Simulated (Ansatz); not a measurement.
**Response to strain in Sn**

Base system: Sn (space group I4_1/amd, No. 141; a = 5.949 Å, c = 3.214 Å; relaxed with 0.1 eV smearing). Axes: x, y, z lie along a, b, c of the conventional cell.

Strains are applied to the cell and any free atomic positions relax; under biaxial strain the out-of-plane vector relaxes too.

Method: Ansatz (a program for electronic structure), PBE, PAW, cutoff 420 eV, spin-orbit coupling left out.

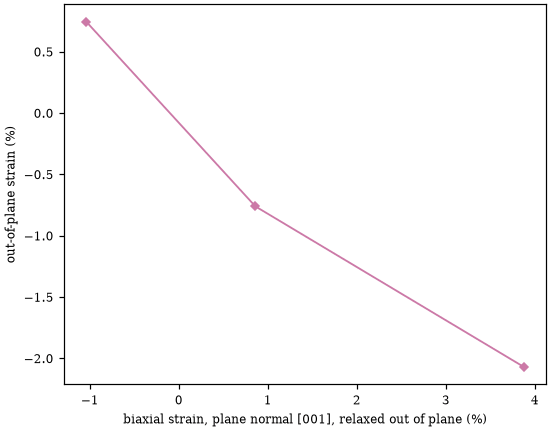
*Out-of-plane strain against biaxial strain, plane normal [001], relaxed out of plane*

Task: From the plot, what is the out-of-plane strain for biaxial strain −1.04 %, plane normal [001], relaxed out of plane?

Result: About 0.7 %.

Task: Is the trend monotonic over the range shown?

Result: Yes, it falls throughout, spanning -2.07 % to +0.75 %.

A biaxial case was relaxed in a doubled cell and then solved in the primitive one. Whether these cells are dynamically stable was not tested.
